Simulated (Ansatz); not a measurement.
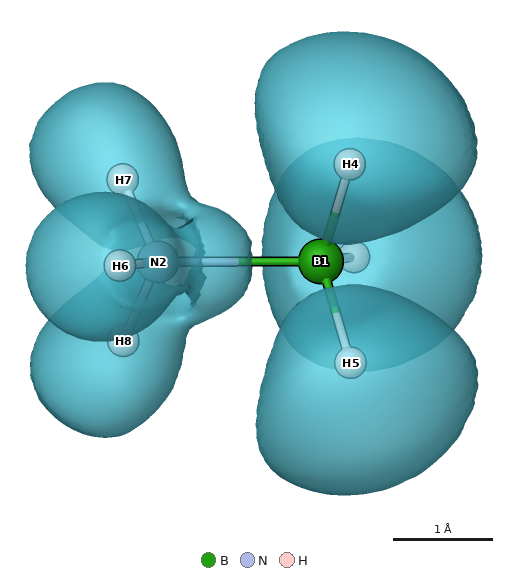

The picture shows: BH6N. Isosurface of the electron localisation function at 0.75 (cyan), seen across its widest extent. Only the valence region is drawn (cores and ρ < 0.01 e/Å³ removed).

Geometry: B3LYP-D3(BJ)/6-311G**.

The calculation used Ansatz, isolated molecule in a Gaussian basis; Kohn-Sham density functional theory, functional PBE0.

```yaml
atoms:
  - { symbol: B, position_ang: [-0.9577, -0.9731, -1.7907] }
  - { symbol: N, position_ang: [-0.0321, -0.1806, -0.6602] }
  - { symbol: H, position_ang: [-0.2647, -1.8854, -2.1740] }
  - { symbol: H, position_ang: [-1.9420, -1.3314, -1.1890] }
  - { symbol: H, position_ang: [-1.1837, -0.1455, -2.6413] }
  - { symbol: H, position_ang: [-0.5321, 0.6153, -0.2713] }
  - { symbol: H, position_ang: [0.2151, -0.7992, 0.1085] }
  - { symbol: H, position_ang: [0.8315, 0.1650, -1.0721] }
```

Q: What do the ELF domains correspond to?

A: The surface consists of three regions around hydrogen nuclei and one joined region spread over several atoms (H, N), in which their bonds and any lone pairs are merged. Profiles from the grid: B–N (1.66 Å): the ELF peaks at about 0.95 between the atoms; a polar covalent bond. N–H (1.02 Å): the ELF climbs to about 1 towards the hydrogen, as it does in any bond to H (a covalent bond by its length).
